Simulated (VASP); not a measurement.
Band structure of TiN (rock salt). All values below come from vdW-DF-cx, VASP's PBE PAW potentials (set 64) (plane waves; VASP).

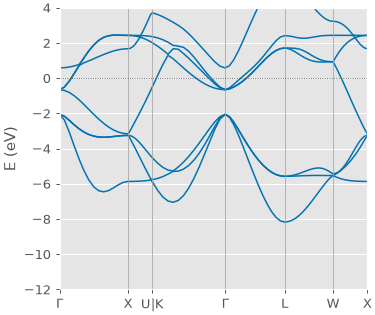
Figure: Bands along high-symmetry lines, zero at the valence-band maximum or, without a gap, the Fermi level

### Question
Read the plot: is there a gap, and where are the band edges?

### Answer
It has no gap at this level: it comes out as a metal or semimetal. (Edges off the drawn lines would not show.)

The compound is TiN in the rock salt structure. It was relaxed first. The electron count is odd and the run is not spin-polarised, which forces a metal.
